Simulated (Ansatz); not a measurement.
# CH4GeSe: rigid scan of one bond length in Python

How does the energy of CH4GeSe change as one bond is stretched? The task is a rigid scan of one bond length, for CH4GeSe. SMILES: [CH2]1[GeH2][Se]1.

Computed with Ansatz 0.2.0, driven from Python. Level of theory: CAM-B3LYP/def2-SVP.

### 1 The system

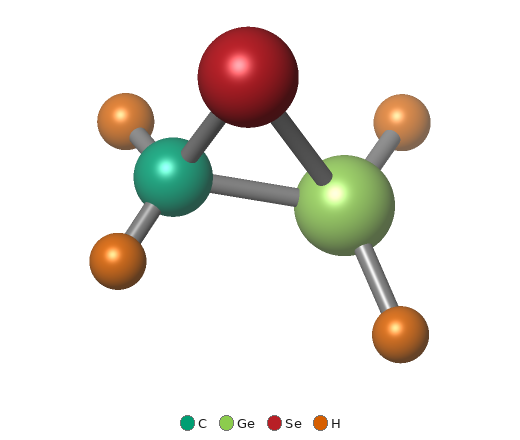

The starting structure, viewed from a chosen angle; carbon teal, germanium green, selenium red, hydrogen orange.

The script reads ch4gese.xyz:

```xyz
7

C    -0.59730   -0.28180   -0.64280
Ge    0.67580    0.40890    0.55660
Se   -0.60880   -1.65840    0.60150
H    -1.51840    0.35110   -0.62700
H    -0.23600   -0.51630   -1.66740
H     0.17100    1.44100    1.61310
H     2.17490    0.18740    0.12040
```

### 2 Script

Contents of scan.py:

```python
'''Stretching a bond of CH4GeSe, the rest held rigid.'''

import ansatz as az
import numpy as np

BASIS_SET = 'def2-SVP'
FUNCTIONAL = 'cam_b3lyp'

geometry = az.Crystal.molecule_from_extxyz('ch4gese.xyz')

symbols = [site.symbol for site in geometry.cartesian_sites]
start = np.array([site.position_ang for site in geometry.cartesian_sites])
axis = (start[5] - start[1]) / np.linalg.norm(start[5] - start[1])
moving = [5]
lengths, energies = [1.374, 1.436, 1.498, 1.561, 1.623, 1.686, 1.748, 1.842], []
for length in lengths:
    xyz = start.copy()
    xyz[moving] += (length - np.linalg.norm(start[5] - start[1])) * axis
    point = az.Crystal.molecule()
    for symbol, place in zip(symbols, xyz):
        point = point.atom(symbol, place.tolist())
    setup = point.calculation()
    setup = setup.basis(gaussian=BASIS_SET)
    setup = setup.functional(FUNCTIONAL)
    summary = setup.run().report
    energies.append(summary['free_energy_ev'])
    print(f'r = {length:6.3f} A  E = {energies[-1]:.5f} eV  <S^2> = {abs(summary["mean_field"]["state"]["spin_squared"]):.3f}')

# quartic fit about the minimum
fit = np.polynomial.Polynomial.fit(lengths, np.array(energies) - min(energies), 4).convert()
roots = [r.real for r in fit.deriv().roots() if abs(r.imag) < 1e-9 and fit.deriv(2)(r.real) > 0]
r_e = min(roots, key=lambda r: abs(r - lengths[int(np.argmin(energies))]))
print(f'minimum of the fit at {r_e:.4f} A, force constant {fit.deriv(2)(r_e):.2f} eV/A^2')
```

### 3 Running it

The run is started by

```sh
$ python scan.py
```

What it wrote:

```text
r =  1.374 A  E = -122958.88783 eV  <S^2> = 0.000
r =  1.436 A  E = -122959.05456 eV  <S^2> = 0.000
r =  1.498 A  E = -122959.12050 eV  <S^2> = 0.000
r =  1.561 A  E = -122959.10819 eV  <S^2> = 0.000
r =  1.623 A  E = -122959.03661 eV  <S^2> = 0.000
r =  1.686 A  E = -122958.91843 eV  <S^2> = 0.000
r =  1.748 A  E = -122958.76896 eV  <S^2> = 0.000
r =  1.842 A  E = -122958.49925 eV  <S^2> = 0.000
minimum of the fit at 1.5180 A, force constant 18.57 eV/A^2
```

It took 34 s on 1 thread of Arm Neoverse V1, shared host; peak memory 0.32 GiB.

### 4 The engine's runs

From the records of these 8 runs:

```tsv
run	distance (Å)	energy from run 3 (eV)	SCF cycles	CPU time (s)
1	1.37	0.2327	17	4.2
2	1.44	0.0659	17	4.2
3	1.50	0.0000	17	4.2
4	1.56	0.0123	17	4.2
5	1.62	0.0839	17	4.2
6	1.69	0.2021	17	4.2
7	1.75	0.3515	17	4.3
8	1.84	0.6213	18	4.4
```

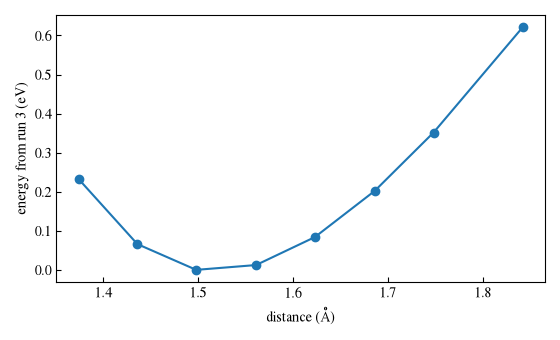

Energy against distance; lines join the points.

### 5 Summary of results

```
                        quantity     value
bond length at the fit's minimum  1.5180 Å
                   runs compared         8
                 range of energy  0.621 eV
      lowest point, distance (Å)      1.50
```

**Reading.** The curve has its lowest point inside the range, at 1.50. The ends stand 0.233 and 0.621 eV above it. The distance scanned is the script's pair 1, 5. Notes:
- The rest of the molecule is held rigid at a force-field or estimated start geometry, and the basis set is modest; single-reference methods fail as a bond breaks.
- The orbitals are restricted, so S² is zero by construction.
